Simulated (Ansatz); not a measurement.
Calibrating PBE-D4/def2-TZVPP on molecular compounds of Ta

The vertical ionisation energy (cation less neutral) in eV of 8 molecular compounds of Ta: x at PBE-D4/def2-TZVPP, y at CCSD(T)/def2-TZVPP. Shapes, held fixed at every level: PBE0-D4/def2-TZVP. Flexible molecules stand in one conformer, not always the lowest. Programs: Ansatz 0.2.0.

```
                                             molecule  x (eV)  y (eV)
C2H10NO4Ta (SMILES C[N](C)[Ta]([OH])([OH])([OH])[OH])    8.16    8.61
        C3H10NO3Ta (SMILES C[O][Ta](=[NH])([O]C)[O]C)    8.76    9.36
                                        Ta(NH2)2(OH)S    8.81    9.34
                                        Ta(NH2)(OH)2S    9.19       ?
                                      Ta(CH3)(NH2)ClS    9.23    9.57
                                        Ta(CH3)(OH)FS    9.56    9.78
                                              Ta(OH)5    9.93   11.24
                                             Ta(OH)4F   10.46   11.64
```

**Question.** Fit y = c + s·x to the known rows and predict y for Ta(NH2)(OH)2S.

**Answer.** 
1. Means of the 7 rows: x = 9.2729, y = 9.934.
2. Σ(Δx)² = 3.6411, Σ(Δx·Δy) = 4.8976, so the slope is 4.8976/3.6411 = 1.3451.
3. Intercept: 9.934 − (1.3451) × 9.2729 = -2.539. The largest residual of the fit is 0.54.
4. Ta(NH2)(OH)2S: -2.539 + 1.3451 × 9.19 = 9.82 eV.

CCSD(T)/def2-TZVPP gives 9.52 eV, so the prediction is off by +0.30 eV, within the largest residual. Uncorrected, PBE-D4/def2-TZVPP misses it by -0.33 eV, and the other rows by 0.66 on average. The line doesn't help this one. Left out in turn, the other rows are missed by 0.33 eV on average. Cations run unrestricted. For atoms past krypton def2 sets carry core potentials with scalar relativity. Outer-core shells of Ta are correlated, in sets that cover them unevenly.

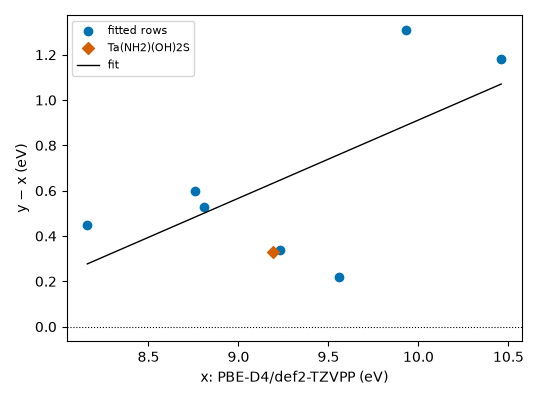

The correction y − x against x, with the fitted line and the withheld molecule.
